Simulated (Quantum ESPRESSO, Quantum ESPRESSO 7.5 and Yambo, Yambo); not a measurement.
# SnO2 (Cassiterite): G0W0 with and without spin-orbit coupling

Wanted: the effect of spin-orbit coupling on the quasiparticle gap of SnO2 (Cassiterite).

Method: PBE and many-body steps on it, plane waves, in Quantum ESPRESSO 7.5 and Yambo 5.3.0.

**What was measured.**

- Gap 3.6 eV: experimental gap quoted from earlier work; bulk crystal (quoted in “Study on the Photocatalytic Properties of Flower-Shaped SnO2”, 2022, pmc:9565917).

### 1. Starting point

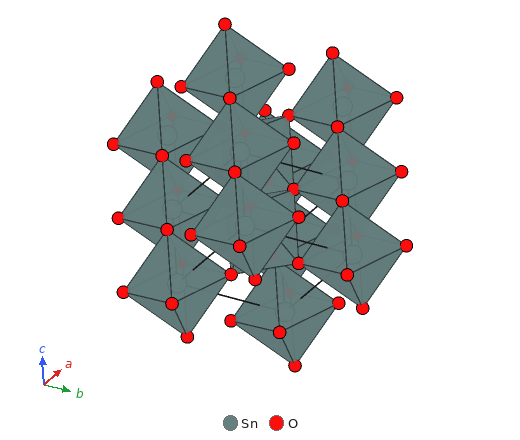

The starting structure, seen from a free direction (tin teal, oxygen red). 1×1×2 cells are drawn. Some periodic images of atoms are drawn too.

The cell and positions come from the Crystallography Open Database and are kept as given unless a step says otherwise.

### 2. Empty states on the mesh, 4×4×4 mesh, 90 bands

This step: Quantum ESPRESSO 7.5; DFT, PBE, plane waves, norm-conserving pseudopotentials.

The sums over transitions need many empty states on a uniform mesh; this step solves for them.

Input file pw.in:

```
&control
  calculation = 'nscf'
  prefix = 'x'
  outdir = 'o'
  pseudo_dir = 'pseudo'
/
&system
  ibrav = 0
  nat = 6
  ntyp = 2
  ecutwfc = 84.0
  nbnd = 90
  force_symmorphic = .true.
/
&electrons
  conv_thr = 1e-9
  electron_maxstep = 80
  diago_full_acc = .true.
  diago_thr_init = 5e-6
/
ATOMIC_SPECIES
  Sn 118.71 Sn.upf
  O 15.999 O.upf
CELL_PARAMETERS angstrom
  4.7380000000 0.0000000000 0.0000000000
  0.0000000000 4.7380000000 0.0000000000
  0.0000000000 0.0000000000 3.1865000000
ATOMIC_POSITIONS crystal
  Sn 0.0000000000 0.0000000000 0.0000000000
  Sn 0.5000000000 0.5000000000 0.5000000000
  O 0.3071000000 0.3071000000 0.0000000000
  O 0.1929000000 0.8071000000 0.5000000000
  O 0.6929000000 0.6929000000 0.0000000000
  O 0.8071000000 0.1929000000 0.5000000000
K_POINTS automatic
  4 4 4 0 0 0
```

Command:

```
> OMP_NUM_THREADS=1 mpirun -n 8 pw.x -nk 4 -in pw.in > pw.out
```

The log of the run:

```text
Program PWSCF v.7.5 starts

     This program is part of the open-source Quantum ESPRESSO suite
     for quantum simulation of materials; please cite
         "P. Giannozzi et al., J. Phys.:Condens. Matter 21 395502 (2009);
         "P. Giannozzi et al., J. Phys.:Condens. Matter 29 465901 (2017);
         "P. Giannozzi et al., J. Chem. Phys. 152 154105 (2020);
     in publications or presentations arising from this work. More details at

     Atomic positions and unit cell read from directory:
     o/x.save/

     Message from routine setup:
[...]
-116.6528-116.6528 -72.4818 -72.4817 -72.4386 -72.4386 -72.4384 -72.4384
[...]
45.2284  45.2284  46.1404  46.1404  46.5071  46.5071  48.8842  48.8842
    49.6189  49.6189  50.9144  50.9144  51.4739  51.4739  51.9518  51.9518
    53.6942  53.6943

          k = 0.0000 0.2500 0.0000 (  6268 PWs)   bands (ev):

     [... further k-points ...]

     highest occupied, lowest unoccupied level (ev):    11.2481   12.5370

     XML data file, pseudopotentials, collected wavefunctions

=------------------------------------------------------------------------------=
   JOB DONE.
=------------------------------------------------------------------------------=
```

It took 12 s on 8 MPI ranks of Arm Neoverse V2, shared host; peak memory 0.58 GiB; 96 s of CPU time.

This step gave:

```yaml
gap: 1.289 eV
k_of_the_valence_top: 0, 0, 0
k_of_the_conduction_bottom: 0, 0, 0
least_direct_gap: 1.289 eV
k_points_computed: 21
lowest_point_of_the_top_converged_band_above_the_valence_top: 42.04 eV
```

On this mesh the gap is 1.289 eV.

The density comes from a self-consistent run that is not shown.

### 3. Conversion and set-up

This step: Yambo 5.3.0; conversion and set-up on PBE, plane waves, norm-conserving pseudopotentials.

The states are converted to the many-body program's format and the q mesh is built.

Command:

```
> (cd o/x.save; p2y > p2y.log; mv SAVE ../..); yambo > setup.log
```

The log of the run:

```text
 Yambo, version 5.3.0

 [02] CORE Variables Setup
 =========================

  [02.01] Unit cells
  ==================

  Cell kind             :  Unknown
  Atoms in the cell     :  Sn  O
  number of Sn atoms    :  2
  number of O  atoms    :   4

  List of atomic masses
  Mass of Sn    :  118.7100
  Mass of O     :  15.99900

  List of atomic coordinates    : [cc]
  Sn1       :  0.000000  0.000000  0.000000  order 1
  Sn2       :  4.476761  4.476761  3.010806  order 2
  O1       :  2.749627  2.749627  0.000000  order 3
  O2       :  1.727134  7.226388  3.010806  order 4
[...]
K/Q-points units:
 rlu = crystal or reduced units; cc = cartesian coordinates; iku = interal k-units

 Q [ 1]         [rlu]:  0.000000  0.000000  0.000000
 Q [ 2]         [rlu]:  0.000000  0.000000  0.250000
 Q [ 3]         [rlu]:  0.000000  0.000000 -0.500000
[...]
Q [ 8]         [rlu]:  0.000000 -0.500000  0.250000
 Q [ 9]         [rlu]:  0.000000 -0.500000 -0.500000
 Q [10]         [rlu]:  0.250000  0.250000  0.000000
     [... 9 further rows ...]
 Q [20]         [rlu]: -0.250000  0.250000 -0.250000
 Q [21]         [rlu]: -0.250000  0.250000  0.500000

  [03.01] X indexes
  =================

   [03.01.01] Sigma indexes
   ========================

 [06] Game Over & Game summary
```

The job ended after 2.5 s (1 MPI rank; peak memory 0.25 GiB).

### 4. Scalar-relativistic

Now the one-shot GW correction: screening in the RPA, then the self-energy of the levels asked for.

This step: G0W0 on PBE, plane waves, norm-conserving pseudopotentials.

Input file gw1.in:

```
HF_and_locXC
gw0
dyson
ppa
em1d
rim_cut
RandQpts= 1000000
RandGvec= 1 RL
EXXRLvcs= 84 Ry
VXCRLvcs= 336 Ry
Chimod= "HARTREE"
% BndsRnXp
 1 | 90 |
%
NGsBlkXp= 7 Ry
% LongDrXp
 1 | 1 | 1 |
%
% GbndRnge
 1 | 90 |
%
DysSolver= "n"
ExtendOut
PPAPntXp= 27.21138 eV
% QPkrange
 1 | 1 | 33 | 36 |
%
```

Command:

```
> OMP_NUM_THREADS=2 mpirun -n 4 yambo -F gw1.in -J gw1 -C gw1 > gw1.log
```

The log of the run:

```text
 Yambo, version 5.3.0

 [02] CORE Variables Setup
 =========================

  [... cell, symmetries and grids as in the set-up ...]

  [02.05] Energies & Occupations
  ==============================

  [X] === General ===
  [X] Electronic Temperature                        :  0.000000  0.000000 [eV K]
  [X] Bosonic    Temperature                        :  0.000000  0.000000 [eV K]
  [X] Finite Temperature mode                       : no
  [X] El. density                                   :  0.95062E+24 [cm-3]
  [X] Fermi Level                                   :  11.24814 [eV]

  [X] === Gaps and Widths ===
  [X] Conduction Band Min                           :  1.288899 [eV]
  [X] Valence Band Max                              :  0.000000 [eV]
  [X] Filled Bands                                  :   34
  [X] Empty Bands                                   :   35   90
  [X] Direct Gap                                    :  1.288899 [eV]
  [X] Direct Gap localized at k                     :  1
  [X] Indirect Gap                                  :  1.288899 [eV]
  [X] Indirect Gap between kpts                     :  1  1
  [X] Last valence band width                       :  1.252534 [eV]
  [X] 1st conduction band width                     :  5.193994 [eV]

 [03] Transferred momenta grid and indexing
 ==========================================

 IBZ Q-points                                      :  21
 BZ  Q-points                                      :   64

 K/Q-points units:
 rlu = crystal or reduced units; cc = cartesian coordinates; iku = interal k-units

 Q [ 1]         [rlu]:  0.000000  0.000000  0.000000
 Q [ 2]         [rlu]:  0.000000  0.000000  0.250000
 Q [ 3]         [rlu]:  0.000000  0.000000 -0.500000
 Q [ 4]         [rlu]:  0.000000  0.250000  0.000000
 Q [ 5]         [rlu]:  0.000000  0.250000  0.250000
 Q [ 6]         [rlu]:  0.000000  0.250000 -0.500000
 Q [ 7]         [rlu]:  0.000000 -0.500000  0.000000
 Q [ 8]         [rlu]:  0.000000 -0.500000  0.250000
 Q [ 9]         [rlu]:  0.000000 -0.500000 -0.500000
 Q [10]         [rlu]:  0.250000  0.250000  0.000000
     [... 9 further rows ...]
 Q [20]         [rlu]: -0.250000  0.250000 -0.250000
 Q [21]         [rlu]: -0.250000  0.250000  0.500000

 [04] Coloumb potential Random Integration (RIM)
 ===============================================

  [04.01] RIM initialization
  ==========================

  * Diagonal components only detected *

  8 x (sBL volume)        :  0.064232 [a.u.]
  sBZ random points       :  1000000
  Points outside the sBZ  :   7992674
  RL volume               :  0.513853 [a.u.]
  Integrated volume       :  0.514324 [a.u.]

  [04.02] RIM integrals
  =====================

  Gamma point sphere radius             :  0.072644 [a.u.]
  Points outside the sphere             :   799713
  [Int_sBZ(q=0) 1/q^2]*(Vol_sBZ)^(-1/3) =:  7.541870
                                 should be <:  7.795600

  Summary of Coulomb integrals for non-metallic bands |Q|[au] RIM/Bare

  Q [1] 0.100000E-4 0.967452 * Q [4] 0.175439 0.953374
  Q [19] 0.248108 0.995592 * Q [10] 0.248108 0.994735
  Q [2] 0.260860 1.178302 * Q [5] 0.314367 1.089818
  Q [7] 0.350878 0.993213 * Q [11] 0.360008 1.051976
  Q [20] 0.360008 1.053430 * Q [13] 0.392293 0.996431
  Q [8] 0.437222 1.022065 * Q [14] 0.471107 1.016278
  Q [16] 0.496216 0.999063 * Q [3] 0.521720 1.045184
  Q [6] 0.550427 1.036830 * Q [17] 0.560605 1.008497
  Q [12] 0.577710 1.030447 * Q [21] 0.577710 1.030360
  Q [9] 0.628734 1.021636 * Q [15] 0.652752 1.018623
  Q [18] 0.720015 1.012895

 [05] Dipoles
 ============

  [05.01] Setup: observables and procedures
  =========================================

  [WARNING] [x,Vnl] slows the Dipoles computation. To neglect it rename the ns.kb_pp file

 [06] Dynamic Dielectric Matrix (PPA)
 ====================================

 [WR./gw1//ndb.pp]---------------------------------------------------------------
  Brillouin Zone Q/K grids (IBZ/BZ)                :   21   64   21   64
  RL vectors                                       :   7807 [WF]
  Coulomb cutoff potential                         : none
  Electronic Temperature                           :  0.000000 [K]
  Bosonic    Temperature                           :  0.000000 [K]
  PPA    diel. fun.  energies                      : Perdew, Burke & Ernzerhof(X)+Perdew, Burke & Ernzerhof(C)
  wavefunctions                                    : Perdew, Burke & Ernzerhof(X)+Perdew, Burke & Ernzerhof(C)
  Global Gauge                                     : length
  X matrix size                                    :  177
  X band range                                     :    1   90
  X e/h energy range                               : -1.000000 -1.000000 [eV]
  X Time ordering                                  : R
  X Hxc Kernel                                     : HARTREE
  X Drude frequency                                :  0.000000  0.000000
  X poles                                          :  100.0000 [o/o]
  RL vectors in the sum                            :   7807
  [r,Vnl] included                                 : yes
  Field direction                                  :  0.577350E-5  0.577350E-5  0.577350E-5
  BZ energy Double Grid                            : no
  BZ energy DbGd points                            : 0
  BZ Q point size factor                           : -1.000000
  X Optical Averaged directions                    : none

 [07] Local Exchange-Correlation + Non-Local Fock
 ================================================

 [VXC] Plane waves :   50163
 [EXS] Plane waves :   6281

 QP @ state[ 1 ] K range:  1  1
 QP @ state[ 1 ] b range:   33   36

 [xc] Functional : Perdew, Burke & Ernzerhof(X)+Perdew, Burke & Ernzerhof(C)
 [xc] LIBXC used to calculate xc functional
  PP Number of Atomic Species                      :  2
  NLCC RL compoments                               :   50163
  PP Number of Atomic Species                      :  2
  NLCC RL compoments                               :   50163

 [xc] E_xc :  -50.05432 [Ha]
      E_xc :  -100.1086 [Ry]

  Local XC kind (lXC) : Perdew, Burke & Ernzerhof(X)+Perdew, Burke & Ernzerhof(C)
  Non-Local XC kind (nlXC) : Hartree-Fock

  Corrections @ K [1] :  [eV]
 <33|nlXC|33> = -25.49676  0.28144E-17 <33|lXC|33> = -19.98046 -0.37763E-15
 <34|nlXC|34> = -26.18299  0.46543E-18 <34|lXC|34> = -20.31384 -0.37763E-15
 <35|nlXC|35> = -12.63273  0.10719E-17 <35|lXC|35> = -16.49765 -0.37758E-15
 <36|nlXC|36> = -10.66757  0.86092E-18 <36|lXC|36> = -16.29483 -0.41043E-20

 [08] Dyson equation: Newton solver
 ==================================

  [08.01] G0W0 (W PPA)
  ====================

  [  GW  ] Bands range     :    1   90
  [GW/PPA] G damping       :  0.100000 [eV]

  QP @ state[ 1 ] K range:  1  1
  QP @ state[ 1 ] b range:   33   36

   Sc/G bands                                       :    1   90
   Sc/G damping                                     :  0.100000 ev
   Sc bands terminator                              : no
   Sx RL components                                 :   6281

   QP @ state[ 1 ] K range                          :  1  1
   QP @ state[ 1 ] b range                          :   33   36
   GF energies kind                                 : Perdew, Burke & Ernzerhof(X)+Perdew, Burke & Ernzerhof(C)
   GF WF`s kind                                     : Perdew, Burke & Ernzerhof(X)+Perdew, Burke & Ernzerhof(C)
   Xs energies kind                                 : Perdew, Burke & Ernzerhof(X)+Perdew, Burke & Ernzerhof(C)
   Xs WF`s kind                                     : Perdew, Burke & Ernzerhof(X)+Perdew, Burke & Ernzerhof(C)

 [11] Game Over & Game summary
```

Run time: 99 s. Hardware: 4 MPI ranks; peak memory 4 GiB; 11 min of CPU time.

Numbers from this step:

```
G0W0 gap on the points computed              : 2.770 eV
starting gap on the mesh                     : 1.289 eV
k of the valence top                         : 0, 0, 0
k of the conduction bottom                   : 0, 0, 0
least direct G0W0 gap on the computed points : 2.770 eV
Z at the valence top                         : 0.7872
Z at the conduction bottom                   : 0.8423
```

The gap on the mesh goes from 1.29 eV to 2.77 eV, a correction of +1.48 eV.

### 5. Empty states on the mesh, 4×4×4 mesh, 180 bands

This step: Quantum ESPRESSO 7.5; DFT, PBE with spin-orbit coupling, plane waves, norm-conserving pseudopotentials.

Edit pw.in of step 2 so:

```diff
@@ -11,4 +11,6 @@
   ecutwfc = 84.0
-  nbnd = 90
+  nbnd = 180
   force_symmorphic = .true.
+  noncolin = .true.
+  lspinorb = .true.
 /
```

Command:

```
> OMP_NUM_THREADS=1 mpirun -n 8 pw.x -nk 4 -in pw.in > pw.out
```

The log of the run:

```text
[banner, memory and clock lines left out]
Program PWSCF v.7.5 starts

     Atomic positions and unit cell read from directory:
     o/x.save/

     Message from routine setup:
     using ibrav=0 with symmetry is DISCOURAGED, use correct ibrav instead

     bravais-lattice index     =            0
     lattice parameter (alat)  =       8.9535  a.u.
     unit-cell volume          =     482.7259 (a.u.)^3
     number of atoms/cell      =            6
     number of atomic types    =            2
     number of electrons       =        68.00
[...]
54.4569  54.4569  55.6062  55.6062

          k = 0.0000 0.0000-0.7434 (  6274 PWs)   bands (ev):

  -116.5385-116.5385-116.5385-116.5385 -77.6090 -77.6090 -77.6090 -77.6090
[...]
21.0305  21.0305  21.0305  21.0305  21.9046  21.9046  21.9047  21.9047
     [... 11 further rows ...]
    51.4788  51.4788  51.4788  51.4788  51.9560  51.9560  51.9560  51.9560
    53.6942  53.6942  53.6942  53.6942

          k = 0.0000 0.2500 0.0000 (  6268 PWs)   bands (ev):

     [... further k-points ...]

     highest occupied, lowest unoccupied level (ev):    11.2514   12.5501

     XML data file, pseudopotentials, collected wavefunctions
```

The job ended after 66 s (8 MPI ranks; peak memory 1.2 GiB).

This step gave:

* gap: 1.299 eV
* k of the valence top: 0, 0, 0
* k of the conduction bottom: 0, 0, 0
* least direct gap: 1.299 eV
* k points computed: 21
* lowest point of the top converged band, above the valence top: 42.04 eV

On this mesh the gap is 1.299 eV.

The density comes from a self-consistent run that is not shown, made with spin-orbit coupling and fully relativistic files.

(Part 1 of 2 ends here.)

[Paths, hosts, dates, memory and timing lines, banners, echoed tables and standing remarks are left out of the program output.]

[Logs are printed without paths, hosts, clocks, repeated set-up lines and the standing remarks that a program may print on its own settings, such as how far it seeks lower states.]

[Runs of the session that timed out or met a known fault of the program may be left out.]

[Hosts, paths, dates, database ids (printed as entryN), source tags and the programs' standing remarks are cut or masked in the printed files.]
